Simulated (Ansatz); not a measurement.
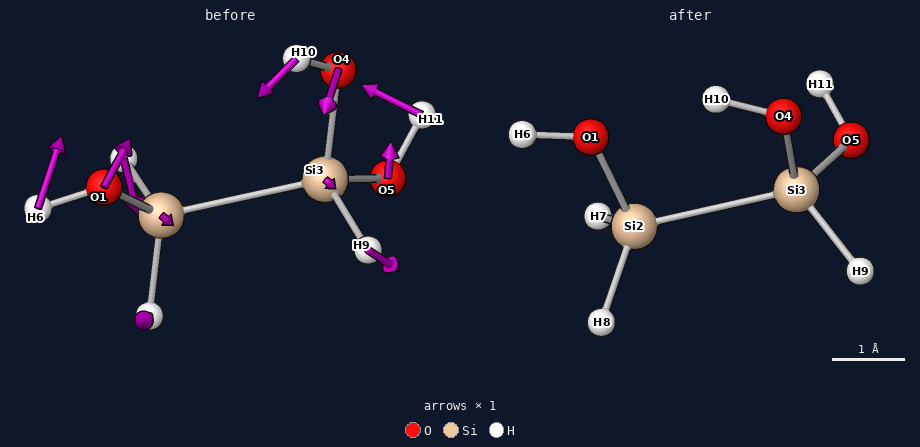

The structure of Si₂H₆O₃ (coarse preliminary run) before (left) and after (right) a relaxation, at one scale. The purple arrows give the displacements, at their true length.

A ball-and-stick model, seen from a free direction.

The start comes from a force field.

Theory: RKS PBE-D4/def2-SVP (Ansatz 0.2.0). Settings: force threshold 0.03 eV/Å; at most 200 steps.

**Summarise the run.**

The largest move after the best rigid fit is that of H6, 1.13 Å. By element the largest moves are H 1.13 Å, O 0.96 Å, Si 0.25 Å. Among the contacts that change: O1–Si2 1.603 → 1.713 Å, O5–H11 1.031 → 0.973 Å, Si2–H8 1.466 → 1.512 Å, O4–H10 1.008 → 0.984 Å. Bond angles that change, for instance: O1–Si2–Si3 109.6° → 95.5°, Si2–Si3–O4 110.2° → 98.6°, O4–Si3–O5 105.9° → 114.1°. Groups turn about Si3–O5 by about 65°, Si3–O4 by about 60°, Si2–Si3 by about 60°. The energy falls by 0.502 eV in 17 accepted moves (18 points after the start). Largest force component: 2.5 eV/Å at the start, 0.02 eV/Å at the end. The line search rejected the trial step at point 7 of the run.
